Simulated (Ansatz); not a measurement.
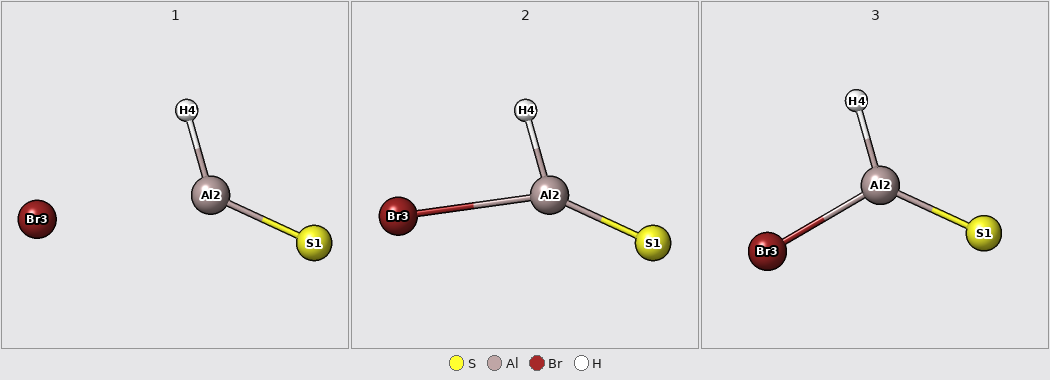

AlBrHS, SMILES [S-][AlH][Br], charge −1. Coordinates scanned: (1) bond length Al2–Br3; (2) angle Br3–Al2–S1. Nothing is relaxed (all other coordinates rigid). The scan uses a 9 × 9 grid. Points are written as (first, second). All energies are given in kJ/mol relative to the lowest grid point. The reference is spin-restricted, which grows unreliable where a bond is stretched far. All numbers below come from RKS BHLYP-D4/def2-TZVPD (Ansatz).

The numbered pictures are structures from this grid.

Question: Rank them by energy, lowest first.

Answer: 3, at (2.338 Å, 124.9°): 0 kJ/mol; 2, at (2.739 Å, 147.4°): 61 kJ/mol; 1, at (3.141 Å, 147.4°): 109 kJ/mol.

The map, with the structures marked:

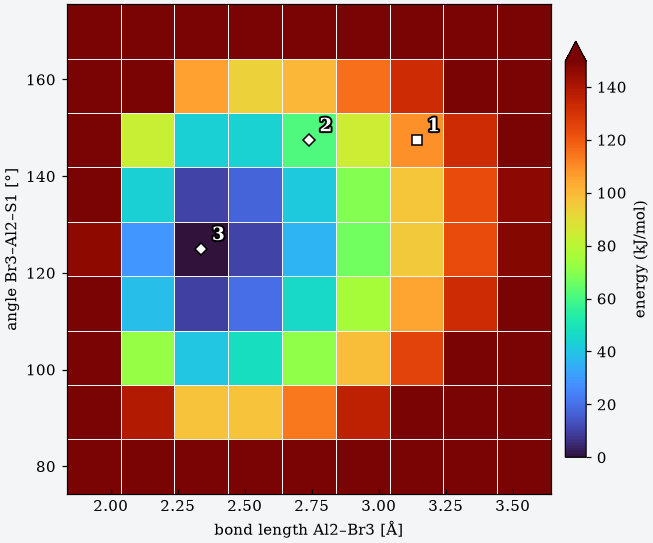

Drawn: one coloured cell a grid point, one colour for all values above the top of the scale.
